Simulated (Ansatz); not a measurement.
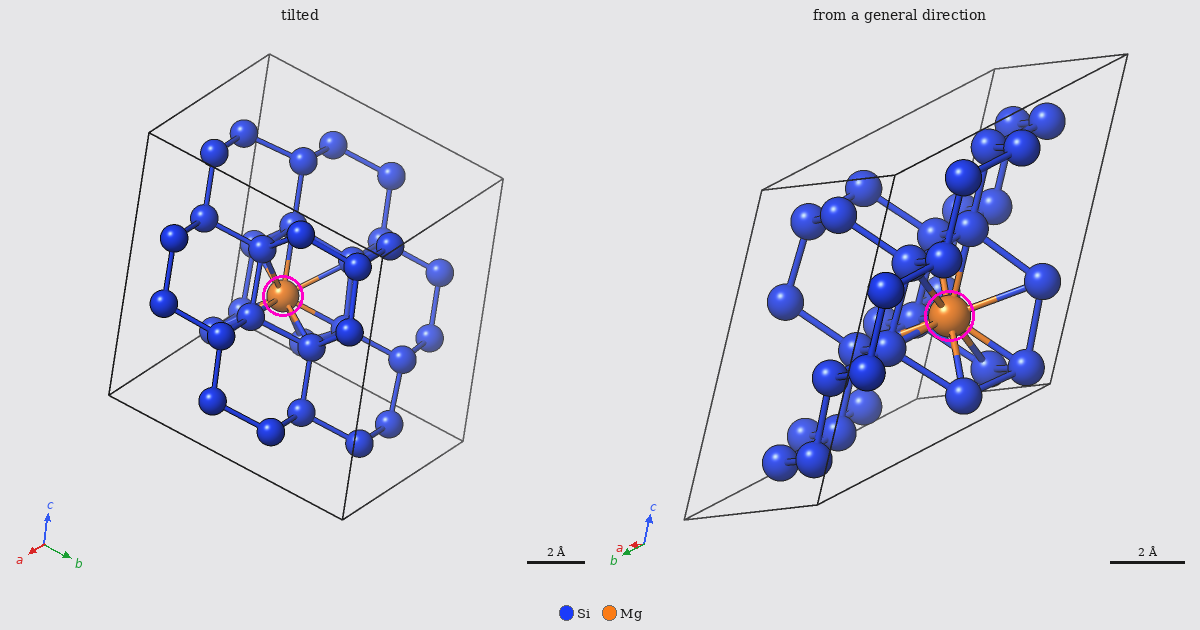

View slightly off an axis and from a general direction, drawn as a ball-and-stick model. The lines enclose the supercell; boundary atoms appear with their images. The host is Si, in a cell of 32 sites, and the cell carries a charge of +1. A ring marks the defect's site.

Q: Describe the defect.

A: An interstitial magnesium atom. It is bonded to ten Si at about 2.5 to 2.8 Å.

Level of theory and settings: Ansatz, DFT PBE, scalar-relativistic, plane waves, PAW, a plane-wave cutoff of 420 eV, 2×2×2 k-mesh, Gaussian smearing of 0.01 eV, collinear spins.

Q: Is a magnetic moment found?

A: Yes, 0.5 μB in the cell.

The atoms were relaxed in the host's cell with Ansatz 0.2.0, DFT PBE, scalar-relativistic, plane waves, PAW.
